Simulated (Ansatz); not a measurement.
## Frequency calculation, with input and output: HfNH$_{3}$Cl$_{2}$F

HfNH$_{3}$Cl$_{2}$F, multiplicity 2, computed with UKS PBE0-D4/def2-SVP (Ansatz 0.2.0).

It belongs to a series of runs on one base structure; here: vibrations at the highest image of the band. Figures and captions count atoms from 1; the log counts them from 0 in places.

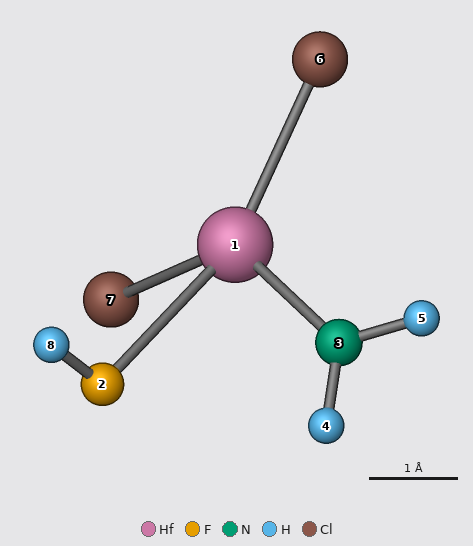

Fig. 1: The structure as given in the input (ball-and-stick view, seen at a tilt; atoms are numbered from 1 in the order of the input). Sticks mark near contacts. Bond lengths as drawn: Cl–Hf 2.35 to 2.38 Å, F–H 0.93 Å, F–Hf 2.46 Å, Hf–N 2.02 Å and H–N 1.02 Å.

Summary

| quantity | value |
| --- | --- |
| outcome | converged |
| total energy | −30588.5669 eV |
| mean-field energy | −30588.4138 eV |
| ⟨S²⟩ | 0.753 |
| largest force (length of the vector) | 0.018 eV/Å |
| hardware | 4 threads of Intel Xeon (Granite Rapids), 32 GiB of memory available, shared host |
| wall time | 63 s (CPU time 3.8 min) |
| peak memory | 0.39 GiB |

Input file
```yaml
crystal:
  periodic: [false, false, false]
  atoms:
    - { symbol: Hf, position_ang: [-0.181034, 0.231076, -0.183571] }
    - { symbol: F, position_ang: [0.664613, -0.92862, 1.81713] }
    - { symbol: "N", position_ang: [1.82325, 0.196686, -0.420394] }
    - { symbol: H, position_ang: [2.49396, -0.466594, -0.038899] }
    - { symbol: H, position_ang: [2.306594, 0.78846, -1.095388] }
    - { symbol: Cl, position_ang: [-0.981229, 2.154761, -1.263779] }
    - { symbol: Cl, position_ang: [-1.738541, -1.557772, 0.050429] }
    - { symbol: H, position_ang: [0.490188, -0.417999, 2.575369] }
magnetization:
  spin_polarized: true
  initial_magnetization: 1
basis:
  gaussian: { orbitals: def2-SVP }
hamiltonian:
  xc: pbe0
  dispersion: d4
phonons: {}
```

Run as:
```bash
ansatz run input.yaml --threads 4 --pin off --max-ram 5120MiB --backend cpu --events-out ev --progress --plain --runs-dir out
```

What the program printed
```
Engine: ansatz 0.2.0, x86_64-unknown-linux-gnu
Functional definition: PBE0
  parameter a = 0.25
  parameter kappa = 0.804
  parameter beta = 0.06672455060314922
  exchange = (1 - a)*pbe_x(kappa = kappa, mu = beta*pi^2/3) + a*exact_x
  correlation = pbe_c(beta = beta)
1151 factors; integrals over basis functions are off by at most 3.0e-4 eV
mean field evaluation 1: about -30580.6785 eV, gradient 4.3e1 eV
mean field evaluation 2: about -30551.1918 eV, gradient 8.6e1 eV
mean field evaluation 4: about -30588.2741 eV, gradient 4.6e0 eV
mean field evaluation 8: about -30588.4129 eV, gradient 2.9e-1 eV
mean field evaluation 16: about -30588.4138 eV, gradient 1.8e-3 eV
mean field -30588.41376565 eV, -1124.1034723163 hartree, gradient 5.9e-5 eV, S^2 0.752893; 2 other end points of the search recorded, 0 dependent functions left out
the calculation of the forces begins
reference -30588.41382180 eV, -1124.1034743796 hartree; 33, 32 occupied and 78, 79 virtual orbitals, 1151 factors
these checks for a lower state are left out or cut short: stability, starts, cluster_reference, orbital_swaps, neighbouring_geometries, increment
1151 factors; integrals over basis functions are off by at most 3.0e-4 eV
mean field evaluation 32: about -30588.4137 eV, gradient 9.9e-5 eV
mean field -30588.41365767 eV, -1124.1034683481 hartree, gradient 1.9e-6 eV, S^2 0.752886; 0 other end points of the search recorded, 0 dependent functions left out
[... from here on the field's lines of each further geometry are left out, up to the last ...]
the calculation of the forces begins
reference -30588.41371671 eV, -1124.1034705174 hartree; 33, 32 occupied and 78, 79 virtual orbitals, 1151 factors
these checks for a lower state are left out or cut short: stability, starts, cluster_reference, orbital_swaps, neighbouring_geometries, increment
1151 factors; integrals over basis functions are off by at most 3.0e-4 eV
mean field -30588.41363237 eV, -1124.1034674180 hartree, gradient 1.9e-6 eV, S^2 0.752893; 0 other end points of the search recorded, 0 dependent functions left out
the calculation of the forces begins
reference -30588.41368851 eV, -1124.1034694813 hartree; 33, 32 occupied and 78, 79 virtual orbitals, 1151 factors
WARN: phonons: modes at or below zero, which the zero-point energy, F, S and C_V leave out: 1, the lowest at -205.92 cm⁻¹. A minimum has none, and a first-order saddle one
Total energy: -30588.56686609 eV, -1124.1090986536 hartree
Atom 0 at    -0.181034     0.231076    -0.183571 Å, force     0.000990    -0.003874     0.001817 eV/Å
Atom 1 at     0.664613    -0.928620     1.817130 Å, force    -0.000574     0.000453    -0.000627 eV/Å
Atom 2 at     1.823250     0.196686    -0.420394 Å, force     0.001867     0.012003    -0.012848 eV/Å
Atom 3 at     2.493960    -0.466594    -0.038899 Å, force    -0.002733    -0.004077     0.004271 eV/Å
Atom 4 at     2.306594     0.788460    -1.095388 Å, force     0.000221    -0.005328     0.005304 eV/Å
Atom 5 at    -0.981229     2.154761    -1.263779 Å, force    -0.000875     0.001553    -0.000095 eV/Å
Atom 6 at    -1.738541    -1.557772     0.050429 Å, force     0.001356    -0.000061     0.000673 eV/Å
Atom 7 at     0.490188    -0.417999     2.575369 Å, force    -0.000251    -0.000668     0.001505 eV/Å
Dipole moment:     0.735693    -0.019548     0.610022 e Å
Vibrations: -205.92 65.74 80.72 91.28 123.58 151.22 193.84 317.98 352.55 373.01 406.48 494.69 531.40 638.89 1503.10 3560.91 3657.80 3996.23 cm⁻¹, zero-point energy 1.025313 eV
```

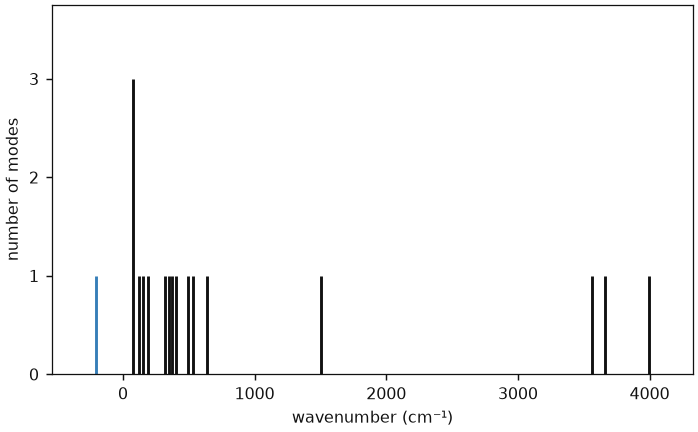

Fig. 2: Harmonic vibrational wavenumbers from the force constants; neighbouring modes closer than 19 cm⁻¹ are counted in one stick, and imaginary ones are drawn at negative wavenumbers. 18 modes from 206i to 3996 cm⁻¹, 1 imaginary beyond 8i (206i cm⁻¹): a first-order saddle point, if the geometry is stationary.
